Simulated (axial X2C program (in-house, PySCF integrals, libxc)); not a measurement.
# ZrSe: from the state search to constants, part 2 of 2

Computed with an in-house X2C program for linear molecules on PySCF integrals; all-electron X2C, Zr dyall-cv3z, Se dyall-cv3z. Earlier steps stand in the parts before.

## Step 9: PBE0, 2c

State followed: Ω = 1 (excess of +ω over −ω: ω = -1/2, ω = 3/2). The scan is laid around 2.319 Å, a first estimate of the minimum, and this SCF restarts from the orbitals of the search.

Output at 2.319 Å:

```text
two-component X2C + atomic mean field  PBE0
basis functions 263  fitting functions 1324  grid points 5800
iter        total energy     max residual
   1      -6023.971974536     5.29e+00
   2      -6025.551618017     1.38e-02
   3      -6025.549883667     1.58e-02
   4      -6025.557083205     3.31e-03
   5      -6025.556937866     4.31e-03
   6      -6025.557381639     2.80e-04
   7      -6025.557382882     1.41e-04
   8      -6025.557383609     3.65e-05
   9      -6025.557383763     1.54e-05
  10      -6025.557383792     7.85e-06
  11      -6025.557383796     1.77e-06
  12      -6025.557383796     9.36e-07
converged
one-electron -8963.98386279  Coulomb 2833.73603564  exact exchange -49.95824964  xc functional -153.19949125  nuclear repulsion 310.34109825  atomic mean-field constant -2.49291401
```

Along the bond, energies from the lowest point:

| R (Å) | E (eV) | μ (D) | HOMO (eV) | LUMO (eV) | iterations |
| --- | --- | --- | --- | --- | --- |
| 2.018 | 1.4099 | -4.16 | -4.57 | -2.10 | 14 |
| 2.110 | 0.5822 | -4.62 | -4.75 | -2.18 | 13 |
| 2.180 | 0.2278 | -4.95 | -4.90 | -2.25 | 13 |
| 2.249 | 0.0470 | -5.28 | -5.04 | -2.33 | 13 |
| 2.319 | 0.0000 | -5.60 | -5.18 | -2.45 | 12 |
| 2.400 | 0.0731 | -5.97 | -5.33 | -2.58 | 15 |
| 2.481 | 0.2463 | -6.32 | -5.47 | -2.70 | 15 |
| 2.586 | 0.5674 | -6.72 | -5.58 | -2.84 | 16 |
| 2.713 | 1.0437 | -7.11 | -5.63 | -2.96 | 16 |
| 2.899 | 1.7846 | -7.34 | -5.36 | -3.07 | 24 |

Dipoles are positive if Se is the positive end.

Outer spinors at the reference distance:

| ω | occupied | ε (eV) | atomic character | λ mixture |
| --- | --- | --- | --- | --- |
| -1/2 | yes | -35.25 | 98% Zr p | 69% σ, 31% π |
| -3/2 | yes | -33.88 | 100% Zr p | 100% π |
| 1/2 | yes | -33.60 | 97% Zr p | 85% σ, 15% π |
| -1/2 | yes | -33.47 | 99% Zr p | 69% π, 31% σ |
| 3/2 | yes | -32.85 | 100% Zr p | 100% π |
| 1/2 | yes | -17.52 | 67% Se s, 11% Zr d, 10% Zr p | 100% σ |
| -1/2 | yes | -17.32 | 67% Se s, 11% Zr d, 10% Zr p | 100% σ |
| -1/2 | yes | -7.26 | 64% Se p, 22% Zr d, 6% Zr s | 95% σ, 5% π |
| 1/2 | yes | -7.18 | 68% Se p, 18% Zr d, 7% Zr s | 94% σ, 6% π |
| -1/2 | yes | -6.68 | 64% Se p, 23% Zr d, 5% Zr f | 95% π, 5% σ |
| 1/2 | yes | -6.67 | 58% Se p, 30% Zr d, 5% Zr p | 94% π, 6% σ |
| 3/2 | yes | -6.50 | 63% Se p, 24% Zr d, 5% Zr f | 100% π |
| -3/2 | yes | -6.48 | 57% Se p, 32% Zr d, 4% Zr p | 100% π |
| -1/2 | yes | -5.32 | 64% Zr s, 27% Zr d, 5% Zr p | 100% σ |
| 3/2 | yes | -5.18 | 99% Zr d | 100% δ |
| -5/2 | no | -2.45 | 99% Zr d | 100% δ |
| 1/2 | no | -2.38 | 72% Zr s, 14% Zr p, 10% Zr d | 100% σ |
| 1/2 | no | -2.21 | 49% Zr d, 39% Zr p, 8% Se p | 100% π |
| -3/2 | no | -2.05 | 48% Zr d, 39% Zr p, 9% Se p | 100% π |

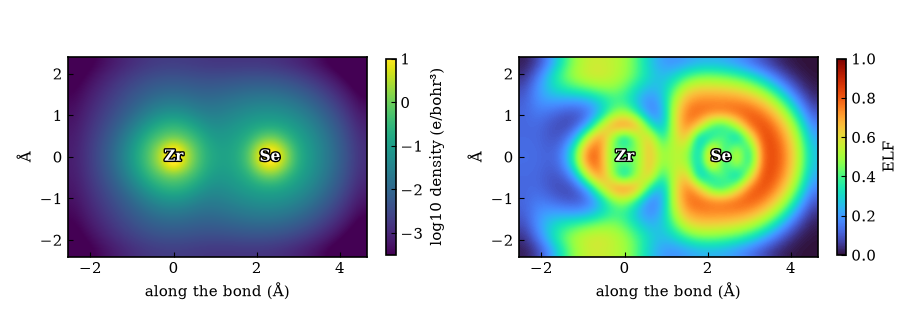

PBE0 fields in a plane through the axis, from a grid of 0.3 Å; Zr lies at z = 0 and Se at z = 2.319 Å; the ELF is damped to zero where the density is low.

Re = 2.313 Å, ωe = 373 cm⁻¹, ωexe = 0.681 cm⁻¹, Be = 0.07448 cm⁻¹, De = 5.11 eV, μ = -5.57 D.

## Step 10: HF, 2c

Output at 2.319 Å:

```text
two-component X2C + atomic mean field  HF
basis functions 263  fitting functions 1324  grid points 5800
iter        total energy     max residual
   1      -6022.232641460     2.86e-01
   2      -6022.267060662     1.91e-02
   3      -6022.268763202     1.23e-02
   4      -6022.272168544     3.52e-03
   5      -6022.272434660     2.11e-03
   6      -6022.272547409     6.61e-04
   7      -6022.272599687     4.24e-04
   8      -6022.272624980     2.87e-04
   9      -6022.272641703     1.41e-04
  10      -6022.272645391     6.83e-05
  11      -6022.272646167     5.45e-05
  12      -6022.272646790     3.73e-05
  13      -6022.272647083     1.92e-05
  14      -6022.272647212     1.10e-05
  15      -6022.272647257     5.01e-06
  16      -6022.272647261     2.37e-06
  17      -6022.272647262     1.54e-06
converged
one-electron -8962.44659567  Coulomb 2832.27252979  exact exchange -199.94676563  xc functional 0.00000000  nuclear repulsion 310.34109825  atomic mean-field constant -2.49291401
```

No constants are quoted: the dipole of the solution doesn't run smoothly along the scan, a sign that its character may change, so the fit is set aside.

## Step 11: TPSS, 2c

The SCF at the reference distance of 2.319 Å:

```text
two-component X2C + atomic mean field  TPSS
basis functions 263  fitting functions 1324  grid points 5800
iter        total energy     max residual
   1      -6025.957351324     2.85e-02
   2      -6025.956612444     1.36e-02
   3      -6025.920672433     3.93e-02
   4      -6025.956670776     1.35e-02
   5      -6025.960707699     8.77e-04
   6      -6025.960700331     1.12e-03
   7      -6025.960727770     1.05e-04
   8      -6025.960727987     5.64e-05
   9      -6025.960728056     1.80e-05
  10      -6025.960728069     8.26e-06
  11      -6025.960728070     1.55e-06
converged
one-electron -8963.21687870  Coulomb 2832.91459144  exact exchange 0.00000000  xc functional -203.50662506  nuclear repulsion 310.34109825  atomic mean-field constant -2.49291401
```

Re = 2.329 Å, ωe = 359 cm⁻¹, ωexe = 0.699 cm⁻¹, Be = 0.07344 cm⁻¹, De = 5.40 eV, μ = -5.22 D.

## Step 12: MP2 and beyond, 2c

Correlated methods: 18 electrons correlated (frozen shells, counted by type: Zr 3 s, 2 p, 1 d; Se 3 s, 2 p, 1 d), 324 virtual spinors in MP2, 110 natural virtuals in coupled cluster.

Output of the correlated part at 2.319 Å:

```text
correlated 18  virtual 324  natural virtual 110  E(MP2) -0.496093311  MP2 remainder -0.026911469
iter   CCSD correlation   residual
   1     -0.461462921   2.19e-01
   2     -0.475214524   1.39e-01
   3     -0.480075099   3.67e-02
   4     -0.480506167   1.59e-02
   5     -0.480596629   6.76e-03
   6     -0.480637441   2.45e-03
   7     -0.480656505   1.17e-03
   8     -0.480669162   5.20e-04
   9     -0.480667493   2.65e-04
  10     -0.480666270   1.33e-04
  11     -0.480665737   6.76e-05
  12     -0.480666608   3.56e-05
  13     -0.480666491   1.83e-05
  14     -0.480666791   8.99e-06
  15     -0.480666688   4.08e-06
  16     -0.480666672   2.16e-06
(T) -0.026367974  T1 0.0422  D1 0.0822  max T2 0.046
```

MP2: No constants are quoted: the dipole of the HF reference doesn't run smoothly along the scan, a sign that its character may change, so the fit is set aside.

CCSD: No constants are quoted: the dipole of the HF reference doesn't run smoothly along the scan, a sign that its character may change, so the fit is set aside.

CCSD(T): No constants are quoted: the dipole of the HF reference doesn't run smoothly along the scan, a sign that its character may change, so the fit is set aside.

## Step 13: A higher determinant, 2c

State: Ω = 3 (excess of +ω over −ω: ω = 1/2, ω = 5/2).

Output at the reference distance:

```text
two-component X2C + atomic mean field  PBE0
basis functions 263  fitting functions 1324  grid points 5800
iter        total energy     max residual
   1      -6023.968943563     5.29e+00
   2      -6025.548580545     1.40e-02
   3      -6025.546833892     1.60e-02
   4      -6025.554026040     3.45e-03
   5      -6025.553891308     4.37e-03
   6      -6025.554339479     2.75e-04
   7      -6025.554340698     1.44e-04
   8      -6025.554341426     3.62e-05
   9      -6025.554341576     1.54e-05
  10      -6025.554341605     7.85e-06
  11      -6025.554341609     1.80e-06
  12      -6025.554341609     9.45e-07
converged
one-electron -8963.92116932  Coulomb 2833.67475957  exact exchange -49.95802578  xc functional -153.19809033  nuclear repulsion 310.34109825  atomic mean-field constant -2.49291401
```

| R (Å) | E above the lowest PBE0 point (eV) |
| --- | --- |
| 2.018 | 1.488 |
| 2.110 | 0.662 |
| 2.180 | 0.309 |
| 2.249 | 0.129 |
| 2.319 | 0.083 |
| 2.400 | 0.157 |
| 2.481 | 0.330 |
| 2.586 | 0.651 |
| 2.713 | 1.126 |

Re = 2.312 Å, ωe = 373 cm⁻¹, ωexe = 0.686 cm⁻¹, Be = 0.07452 cm⁻¹, μ = -5.55 D. Te = 0.08 eV. As a difference of two determinants it need not be a gap between pure terms.

## Step 14: The 2c curves together

Energy (eV) of the followed determinant, 2c, from each level's lowest point:

| R (Å) | PBE0 | HF (dipole not smooth) | MP2 (HF's dipole not smooth) | CCSD (HF's dipole not smooth) | CCSD(T) (HF's dipole not smooth) | TPSS |
| --- | --- | --- | --- | --- | --- | --- |
| 2.018 | 1.410 | 1.776 | 1.444 | n/a | n/a | 1.497 |
| 2.110 | 0.582 | 0.802 | 0.595 | 0.678 | 0.712 | 0.647 |
| 2.180 | 0.228 | 0.358 | 0.231 | 0.283 | 0.307 | 0.272 |
| 2.249 | 0.047 | 0.105 | 0.046 | 0.071 | 0.083 | 0.070 |
| 2.319 | 0.000 | 0.000 | 0.000 | 0.000 | 0.000 | 0.000 |
| 2.400 | 0.073 | 0.023 | 0.081 | 0.055 | 0.039 | 0.045 |
| 2.481 | 0.246 | 0.162 | 0.272 | 0.219 | 0.188 | 0.189 |
| 2.586 | 0.567 | 0.448 | 0.812 | 0.554 | 0.527 | 0.472 |
| 2.713 | 1.044 | 0.681 | 2.221 | n/a | n/a | 0.903 |
| 2.899 | 1.785 | 0.931 | 2.875 | n/a | n/a | 1.586 |

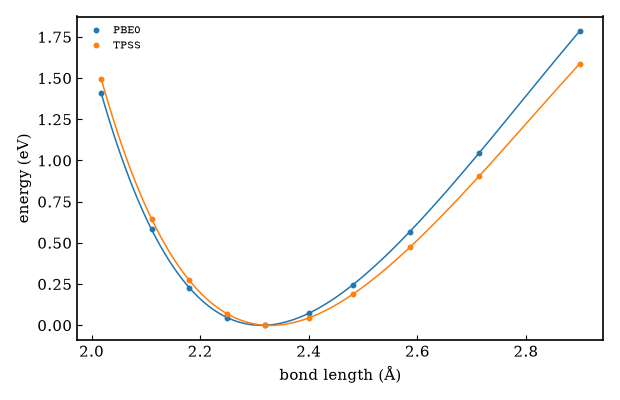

Curves of the followed state, 2c, each from its own lowest point. Left out: HF, MP2, CCSD, CCSD(T).

The whole job took 8.3 min on 1 thread of Arm Neoverse V2, shared host; peak memory 1.9 GiB.

## Step 15: What came out

What follows sums up all 2 parts.

Lowest determinant that the search found at its distance, spin-free: M_S = 1, Λ = 2 (beyond closed shells: σα, δ+α).

Lowest determinant that the search found at its distance, 2c: Ω = 1 (excess of +ω over −ω: ω = -1/2, ω = 3/2).

```csv
Hamiltonian,level,Re (Å),ωe (cm⁻¹),De (eV),μ (D)
spin-free,PBE0,2.312,373,5.13,-5.58
spin-free,TPSS,2.328,360,5.38,-5.23
2c,PBE0,2.313,373,5.11,-5.57
2c,TPSS,2.329,359,5.40,-5.22
```

Dipoles are positive if Se is the positive end. No constants: spin-free HF (the dipole of the solution doesn't run smoothly along the scan, a sign that its character may change, so the fit is set aside); spin-free MP2 (the dipole of the HF reference doesn't run smoothly along the scan, a sign that its character may change, so the fit is set aside); spin-free CCSD (the dipole of the HF reference doesn't run smoothly along the scan, a sign that its character may change, so the fit is set aside); spin-free CCSD(T) (the dipole of the HF reference doesn't run smoothly along the scan, a sign that its character may change, so the fit is set aside); 2c HF (the dipole of the solution doesn't run smoothly along the scan, a sign that its character may change, so the fit is set aside); 2c MP2 (the dipole of the HF reference doesn't run smoothly along the scan, a sign that its character may change, so the fit is set aside); 2c CCSD (the dipole of the HF reference doesn't run smoothly along the scan, a sign that its character may change, so the fit is set aside); 2c CCSD(T) (the dipole of the HF reference doesn't run smoothly along the scan, a sign that its character may change, so the fit is set aside).

Time per point (s) on 1 thread of Arm Neoverse V2, shared host (2c runs); the times are rough: PBE0 1.9, TPSS 1.4.

At PBE0, going from spin-free to two-component changes Re by +1 mÅ, ωe by -0.2 %; the spin-free picture holds up (part of it comes from the scalar share of the two-electron terms). It costs about 1.6 times the time. De moves by -0.02 eV; both De rest on single-determinant atoms, which can miss part of an open shell's spin–orbit lowering.

De refers to Zr + Se, each in the lowest determinant found, which need not be this curve's own limit. The state is a single determinant with fixed occupations, the lowest that a limited PBE0 search found. Dissociation energies refer to the lowest single-determinant-based atoms at the same level and basis. Density functionals use the spin component along the axis (collinear). The meta-GGAs lack a current-density term, which matters for open shells with orbital currents, atoms included. With several unpaired electrons one determinant need not be a pure state. The spin-free determinant is spin-contaminated at some levels.
